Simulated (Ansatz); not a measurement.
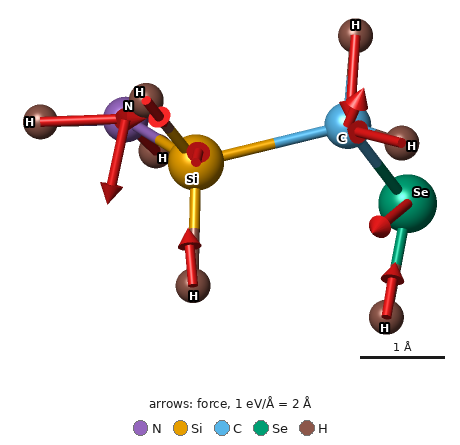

Starting geometry of CH₇NSeSi with the computed forces as red arrows. The picture is a ball-and-stick view, seen from a free direction.

The start comes from PBE-D4/def2-SVP.

Method: Ansatz, RKS PBE0-D4/def2-TZVP. Settings: force threshold 0.005 eV/Å; at most 150 steps.

Question: Is this structure relaxed? If not, where do the atoms go?

Answer: It isn't relaxed: the largest force vector, on H atoms, is 0.65 eV/Å. The final displacements follow the starting forces only in part (cosine between the two patterns 0.37). An H atom moves most after the best rigid fit: 0.11 Å. By element the largest moves are H 0.11 Å, N 0.07 Å, Se 0.06 Å, Si 0.04 Å, C 0.02 Å. Among the contacts that change: N–Si 1.744 → 1.714 Å, C–Se 1.984 → 1.961 Å, C–Si 1.894 → 1.871 Å, H–Si 1.517 → 1.496 Å. Bond angles that change, for instance: Si–N–H 115.4° → 118.9°. The energy falls by 5.46 kJ/mol in 7 geometry steps. Largest force component: 0.62 eV/Å at the start, 0.0036 eV/Å at the end.
